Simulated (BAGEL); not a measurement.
# C2H4BCl (SMILES C=CBCl), step by step

Aim: a single-point energy (HF/def2-SVP), then the energy (NEVPT2(2,2)/def2-SVP), then the energy (CASPT2(2,2)/def2-SVP) of C2H4BCl. 

The calculation is run with BAGEL 1.2.2.

2 further runs of the same task are left out: 2 set aside as unsound or not needed.

### Step 1. The molecule

C2H4BCl has 8 atoms, charge 0, and is taken as a singlet. As SMILES, `C=CBCl`. The shape is that of a PBE0-D4/def2-TZVP optimisation. This is one conformer, not always the lowest.

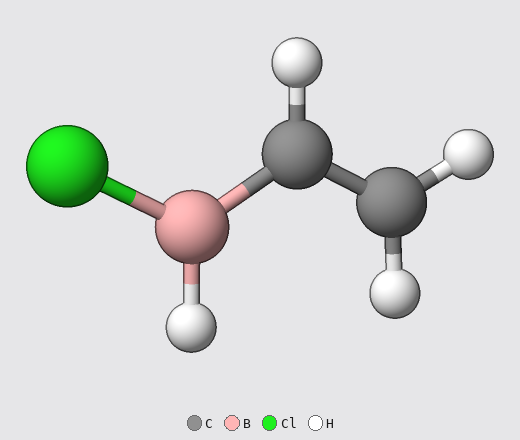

Viewed from a chosen angle; carbon grey, boron pink, chlorine green, hydrogen white.

### Step 2. A single-point energy at HF/def2-SVP (density fitting with svp-jkfit) (run 1)

Input file input.json:

```json
{ "bagel": [

{
  "title": "molecule",
  "basis": "svp",
  "df_basis": "svp-jkfit",
  "angstrom": "true",
  "geometry": [
    { "atom": "C", "xyz": [    0.357378,    1.219904,   -0.260031 ] },
    { "atom": "C", "xyz": [    0.353778,    0.057704,    0.401069 ] },
    { "atom": "B", "xyz": [   -0.528622,   -1.094396,   -0.086431 ] },
    { "atom": "Cl", "xyz": [   -0.555122,   -2.627596,    0.756569 ] },
    { "atom": "H", "xyz": [   -0.259722,    1.360404,   -1.142831 ] },
    { "atom": "H", "xyz": [    0.965078,    2.067004,    0.044869 ] },
    { "atom": "H", "xyz": [    0.984000,   -0.048700,    1.281300 ] },
    { "atom": "H", "xyz": [   -1.225022,   -0.991496,   -1.050431 ] }
  ]
},
{
  "title": "hf",
  "charge": 0
},
{
  "title": "print",
  "file": "orbitals.molden",
  "orbitals": "true"
}

]}
```

Command:

```console
$ BAGEL_NUM_THREADS=1 BAGEL input.json > input.out
```

The log of the run:

```text
* using 1 threads per process

  ===============================================================
  ===============================================================

  *** Geometry ***

  { "atom" : "C", "xyz" : [      0.675347,      2.305284,     -0.491387 ] },
  { "atom" : "C", "xyz" : [      0.668544,      0.109045,      0.757911 ] },
  { "atom" : "B", "xyz" : [     -0.998951,     -2.068109,     -0.163331 ] },
  { "atom" : "Cl", "xyz" : [     -1.049029,     -4.965437,      1.429708 ] },
  { "atom" : "H", "xyz" : [     -0.490803,      2.570791,     -2.159638 ] },
  { "atom" : "H", "xyz" : [      1.823733,      3.906071,      0.084790 ] },
  { "atom" : "H", "xyz" : [      1.859491,     -0.092030,      2.421306 ] },
  { "atom" : "H", "xyz" : [     -2.314956,     -1.873656,     -1.985027 ] },

  Number of auxiliary basis functions:      425

  Since a DF basis is specified, we compute 2- and 3-index integrals:
    o Being stored without compression. Storage requirement is 0.022 GB

  Number of basis functions:       80
  Number of electrons      :       38

    * METHOD: MOLECULE                             0.17

  *** RHF ***

  === Nuclear Repulsion ===
   121.1871145718

      * DIIS with orbital gradients will be used.

  === RHF iteration (svp) ===
      0       -561.95689034          0.01275158           0.04
      1       -562.03928921          0.00510341           0.04
      2       -562.04949941          0.00126479           0.04
      3       -562.05045885          0.00025311           0.04
      4       -562.05048948          0.00006663           0.04
      5       -562.05049262          0.00001627           0.04
      6       -562.05049294          0.00000542           0.04
      7       -562.05049298          0.00000148           0.04
      8       -562.05049298          0.00000033           0.04
      9       -562.05049298          0.00000011           0.04
     10       -562.05049298          0.00000004           0.04
     11       -562.05049298          0.00000001           0.04
     12       -562.05049298          0.00000001           0.04
    * SCF iteration converged.

    * Permanent dipole moment:
           (   -0.204095,    -0.808575,     0.197640) a.u.

    * METHOD: HF                                   0.64

    * METHOD: PRINT                                0.02

  ===============================================================
```

Run time: 0.95 s. Hardware: 1 thread of Arm Neoverse V1, shared host; peak memory 0.15 GiB.

### Step 3. The energy at NEVPT2(2,2)/def2-SVP (density fitting with svp-jkfit) (run 2)

input.json, as its differences from that of step 2:

```diff
@@ -19,4 +19,13 @@
 {
-  "title": "hf",
-  "charge": 0
+  "title": "hf"
+},
+{
+  "title": "nevpt2",
+  "nstate": 1,
+  "nact": 2,
+  "nclosed": 18,
+  "active": [12, 42],
+  "maxiter": 200,
+  "natocc": "true",
+  "ncore": 8
 },
```

Command:

```console
$ BAGEL_NUM_THREADS=1 BAGEL input.json > input.out
```

The log of the run:

```text
* using 1 threads per process

  ===============================================================
  ===============================================================

  *** Geometry ***

  { "atom" : "C", "xyz" : [      0.675347,      2.305284,     -0.491387 ] },
  { "atom" : "C", "xyz" : [      0.668544,      0.109045,      0.757911 ] },
  { "atom" : "B", "xyz" : [     -0.998951,     -2.068109,     -0.163331 ] },
  { "atom" : "Cl", "xyz" : [     -1.049029,     -4.965437,      1.429708 ] },
  { "atom" : "H", "xyz" : [     -0.490803,      2.570791,     -2.159638 ] },
  { "atom" : "H", "xyz" : [      1.823733,      3.906071,      0.084790 ] },
  { "atom" : "H", "xyz" : [      1.859491,     -0.092030,      2.421306 ] },
  { "atom" : "H", "xyz" : [     -2.314956,     -1.873656,     -1.985027 ] },

  Number of auxiliary basis functions:      425

  Since a DF basis is specified, we compute 2- and 3-index integrals:
    o Being stored without compression. Storage requirement is 0.022 GB

  Number of basis functions:       80
  Number of electrons      :       38

    * METHOD: MOLECULE                             0.17

  *** RHF ***

  === Nuclear Repulsion ===
   121.1871145718

      * DIIS with orbital gradients will be used.

  === RHF iteration (svp) ===
      0       -561.95689034          0.01275158           0.04
      1       -562.03928921          0.00510341           0.04
      2       -562.04949941          0.00126479           0.04
      3       -562.05045885          0.00025311           0.04
      4       -562.05048948          0.00006663           0.04
      5       -562.05049262          0.00001627           0.04
      6       -562.05049294          0.00000542           0.04
      7       -562.05049298          0.00000148           0.04
      8       -562.05049298          0.00000033           0.04
      9       -562.05049298          0.00000011           0.04
     10       -562.05049298          0.00000004           0.04
     11       -562.05049298          0.00000001           0.04
     12       -562.05049298          0.00000001           0.04
    * SCF iteration converged.

    * Permanent dipole moment:
           (   -0.204095,    -0.808575,     0.197640) a.u.

    * METHOD: HF                                   0.64

    * freezing 8 orbitals
  ---------------------------
      CASSCF calculation
  ---------------------------

    ==== Active orbitals : =====
         Orbital 12
         Orbital 42
    ============================

    * nstate   :      1
    * nclosed  :     18
    * nact     :      2
    * nvirt    :     60
  === CASSCF iteration (svp) ===

    * Using the second-order algorithm

      0  0      -562.05073338     4.93e-05      0.01

      1  0      -562.05142735     1.34e-04      0.15

      2  0      -562.06252927     9.12e-04      0.19

      3  0      -562.06564677     3.17e-04      0.22

      4  0      -562.06577765     3.39e-05      0.22

      5  0      -562.06577893     6.72e-06      0.22

      6  0      -562.06577895     1.48e-06      0.22

      7  0      -562.06577895     3.55e-07      0.23

      8  0      -562.06577895     8.62e-08      0.21

      9  0      -562.06577895     2.09e-08      0.20

     10  0      -562.06577895     5.07e-09      0.19

    * Second-order optimization converged. *

     guess   0:   closed 1.                   open ..

  === FCI iteration ===

      0  0      -562.05032321     8.41e-02      0.00
      1  0      -562.06577650     8.07e-04      0.00
      2  0 *    -562.06577895     9.93e-16      0.00

     * ci vector, state   0, <S^2> = 0.0000
       2.     0.9958037401
       .2    -0.0915145409

  === DF-NEVPT2 calculation ===

    * 3-index integral transformation done
    * assembly done

      NEVPT2 correlation energy:   -0.4609309340      0.15

          (+0)     -0.4073006866
          (+0)'    -0.0145249902
          (+1)     -0.0038367049
          (+1)'    -0.0000000000
          (+2)     -0.0001386763
          (-1)     -0.0252629814
          (-1)'     0.0000000000
          (-2)     -0.0098668947

      NEVPT2 total energy:       -562.5267098837

    * METHOD: NEVPT2                               2.40

    * METHOD: PRINT                                0.02

  ===============================================================
```

It took 3.6 s on 1 thread of Arm Neoverse V1, shared host; peak memory 0.15 GiB.

### Step 4. The energy at CASPT2(2,2)/def2-SVP (density fitting with svp-jkfit) (run 3)

Input file input.json:

```json
{ "bagel": [

{
  "title": "molecule",
  "basis": "svp",
  "df_basis": "svp-jkfit",
  "angstrom": true,
  "geometry": [
    { "atom": "C", "xyz": [       0.357378,       1.219904,      -0.260031 ] },
    { "atom": "C", "xyz": [       0.353778,       0.057704,       0.401069 ] },
    { "atom": "B", "xyz": [      -0.528622,      -1.094396,      -0.086431 ] },
    { "atom": "Cl", "xyz": [      -0.555122,      -2.627596,       0.756569 ] },
    { "atom": "H", "xyz": [      -0.259722,       1.360404,      -1.142831 ] },
    { "atom": "H", "xyz": [       0.965078,       2.067004,       0.044869 ] },
    { "atom": "H", "xyz": [       0.984000,      -0.048700,       1.281300 ] },
    { "atom": "H", "xyz": [      -1.225022,      -0.991496,      -1.050431 ] }
  ]
},

{ "title": "hf" },

{ "title": "casscf", "nstate": 1, "nact": 2, "nclosed": 18, "active": [12, 42], "maxiter": 200, "natocc": true },

{ "title": "print", "file": "orbitals.molden", "orbitals": true },

{ "title": "smith", "method": "caspt2", "ms": true, "xms": true, "sssr": true, "shift": 0.2, "shift_imag": true, "ncore": 8 }

]}
```

Command:

```console
$ BAGEL_NUM_THREADS=1 BAGEL input.json > input.out
```

The log of the run:

```text
* using 1 threads per process

  ===============================================================
  ===============================================================

  *** Geometry ***

  { "atom" : "C", "xyz" : [      0.675347,      2.305284,     -0.491387 ] },
  { "atom" : "C", "xyz" : [      0.668544,      0.109045,      0.757911 ] },
  { "atom" : "B", "xyz" : [     -0.998951,     -2.068109,     -0.163331 ] },
  { "atom" : "Cl", "xyz" : [     -1.049029,     -4.965437,      1.429708 ] },
  { "atom" : "H", "xyz" : [     -0.490803,      2.570791,     -2.159638 ] },
  { "atom" : "H", "xyz" : [      1.823733,      3.906071,      0.084790 ] },
  { "atom" : "H", "xyz" : [      1.859491,     -0.092030,      2.421306 ] },
  { "atom" : "H", "xyz" : [     -2.314956,     -1.873656,     -1.985027 ] },

  Number of auxiliary basis functions:      425

  Since a DF basis is specified, we compute 2- and 3-index integrals:
    o Being stored without compression. Storage requirement is 0.022 GB

  Number of basis functions:       80
  Number of electrons      :       38

    * METHOD: MOLECULE                             0.17

  *** RHF ***

  === Nuclear Repulsion ===
   121.1871145718

      * DIIS with orbital gradients will be used.

  === RHF iteration (svp) ===
      0       -561.95689034          0.01275158           0.04
      1       -562.03928921          0.00510341           0.04
      2       -562.04949941          0.00126479           0.04
      3       -562.05045885          0.00025311           0.04
      4       -562.05048948          0.00006663           0.04
      5       -562.05049262          0.00001627           0.04
      6       -562.05049294          0.00000542           0.04
      7       -562.05049298          0.00000148           0.04
      8       -562.05049298          0.00000033           0.04
      9       -562.05049298          0.00000011           0.04
     10       -562.05049298          0.00000004           0.04
     11       -562.05049298          0.00000001           0.04
     12       -562.05049298          0.00000001           0.04
    * SCF iteration converged.

    * Permanent dipole moment:
           (   -0.204095,    -0.808575,     0.197640) a.u.

    * METHOD: HF                                   0.66

  ---------------------------
      CASSCF calculation
  ---------------------------

    ==== Active orbitals : =====
         Orbital 12
         Orbital 42
    ============================

    * nstate   :      1
    * nclosed  :     18
    * nact     :      2
    * nvirt    :     60
  === CASSCF iteration (svp) ===

    * Using the second-order algorithm

      0  0      -562.05073338     4.93e-05      0.01

      1  0      -562.05142735     1.34e-04      0.16

      2  0      -562.06252927     9.12e-04      0.20

      3  0      -562.06564677     3.17e-04      0.24

      4  0      -562.06577765     3.39e-05      0.23

      5  0      -562.06577893     6.72e-06      0.23

      6  0      -562.06577895     1.48e-06      0.23

      7  0      -562.06577895     3.55e-07      0.24

      8  0      -562.06577895     8.62e-08      0.22

      9  0      -562.06577895     2.09e-08      0.20

     10  0      -562.06577895     5.07e-09      0.19

    * Second-order optimization converged. *

     guess   0:   closed 1.                   open ..

  === FCI iteration ===

      0  0      -562.05032321     8.41e-02      0.00
      1  0      -562.06577650     8.07e-04      0.00
      2  0 *    -562.06577895     9.93e-16      0.00

     * ci vector, state   0, <S^2> = 0.0000
       2.     0.9958037401
       .2    -0.0915145409

    * METHOD: CASSCF                               2.25

    * METHOD: PRINT                                0.02

  === SMITH program ===

    * freezing 8 orbitals

    * Approximate memory requirement for SMITH calulation per MPI process:
      o Storage requirement for T-amplitude, lambda, and residual is 0.01 GB
      o Storage requirement for MO integrals is 0.00 GB
    * Calculating and saving rdm4f

    * Zeroth order energy : state  0       -1.2535766031

    * CASPT2 iteration is performed using orthogonal basis

      -------------------------------------------  CASPT2 iteration  ---------------------------------------------------
       #      aibj      arbs      arbi      airj      risj      airs      arst      rist         Etot      error   time
      ------------------------------------------------------------------------------------------------------------------

       0  -0.40587  -0.01176  -0.02599  -0.00437  -0.00021  -0.01255  -0.00000  -0.00000   -0.4607486  0.0017672   0.06
       1  -0.40617  -0.01183  -0.02610  -0.00452  -0.00023  -0.01295  -0.00000  -0.00000   -0.4618009  0.0003141   0.05
       2  -0.40620  -0.01184  -0.02610  -0.00452  -0.00023  -0.01296  -0.00000  -0.00000   -0.4618433  0.0000644   0.05
       3  -0.40619  -0.01183  -0.02610  -0.00452  -0.00023  -0.01297  -0.00000  -0.00000   -0.4618447  0.0000145   0.05
       4  -0.40619  -0.01183  -0.02610  -0.00452  -0.00023  -0.01297  -0.00000  -0.00000   -0.4618448  0.0000036   0.05
       5  -0.40619  -0.01184  -0.02610  -0.00452  -0.00023  -0.01296  -0.00000   0.00000   -0.4618448  0.0000007   0.05

      ------------------------------------------------------------------------------------------------------------------

    * CASPT2 energy : state  0     -562.5304873172
        w/o shift correction       -562.5276237167
        reference weight              0.8557362093

    * METHOD: SMITH                                0.47

  ===============================================================
```

Wall time 3.9 s (1 thread of Arm Neoverse V1, shared host); peak memory 0.16 GiB.

### Step 5. Summary of results

| quantity | value |
| --- | --- |
| run 1, HF/def2-SVP: total energy | -562.05049 Eh |
| run 1, HF/def2-SVP: dipole moment | 2.18 D |
| run 1, HF/def2-SVP: HOMO energy | -10.79 eV |
| run 1, HF/def2-SVP: LUMO energy | 1.84 eV |
| run 1, HF/def2-SVP: HOMO–LUMO gap | 12.63 eV |
| run 2, NEVPT2(2,2)/def2-SVP: total energy | -562.52671 Eh |
| run 3, CASPT2(2,2)/def2-SVP: total energy | -562.53049 Eh |
